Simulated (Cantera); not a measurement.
Charge: 1 mol Cu2O, a varied amount of C, 0.044 mol CO, held at 2600 K and 0.0100 bar.

Cantera equilibrium calculation (NASA polynomials, part measured and part estimated; ideal gas, pure solids and liquids). Candidate condensed phases: C, Cu, CuO, Cu2O; 15 gas species. Equilibrium is a limit: real reactors are often held back by kinetics, nucleation or transport.

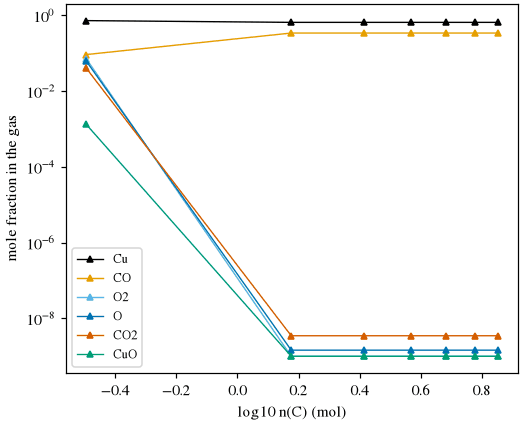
Equilibrium gas composition (values under 1e-9 drawn at 1e-9)

At 0.32 mol C nothing is condensed. From 1.5 mol C to 7.1 mol C the condensed part is C(graphite). The main Cu-bearing gas is Cu throughout.
